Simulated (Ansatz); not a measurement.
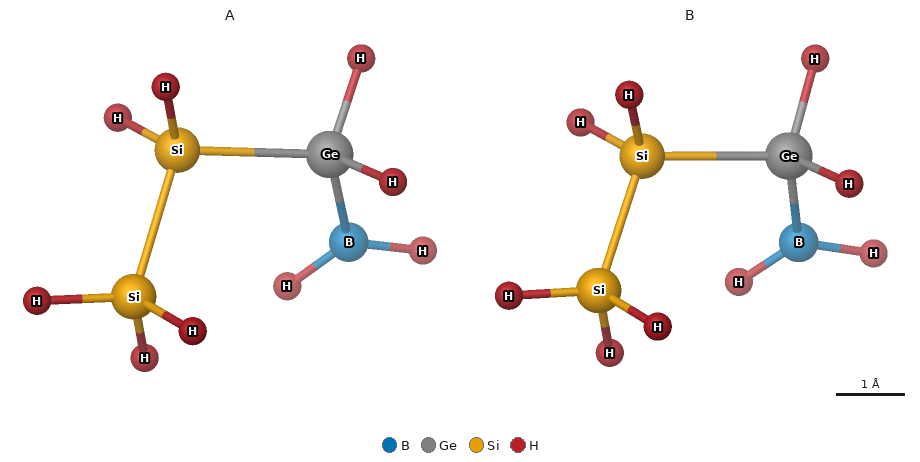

Two geometries of BGeSi2H9 (coarse preliminary run), drawn at one scale. One is the start of a relaxation, the other its converged end. The picture is a ball-and-stick view, seen from a free direction.

These are results of RKS PBE-D4/def2-SVP (Ansatz 0.2.0), not measurements. Set-up: force threshold 0.03 eV/Å; at most 200 steps.

Q: Which one is relaxed?

A: Structure A is the relaxed one. The start comes from a force field. Over 3 geometry steps the energy falls by 57.4 kJ/mol. The largest force component goes from 2.6 to 0.027 eV/Å. The atom that moves furthest after the best rigid fit is an H atom (0.23 Å). Largest moves by element: H 0.23 Å, B 0.20 Å, Si 0.13 Å, Ge 0.05 Å. Near-neighbour distances that change, for instance: Si–Si 2.188 → 2.352 Å, H–Si 1.384 → 1.507 Å, Ge–Si 2.284 → 2.394 Å, B–Ge 1.973 → 2.068 Å. Bond angles that change, for instance: B–Ge–Si 107.3° → 113.2°, H–Ge–H 108.6° → 105.1°, H–Si–H 111.7° → 108.5°. The run took 7.5 s on 4 threads of Arm Neoverse V1, with other jobs on the host.
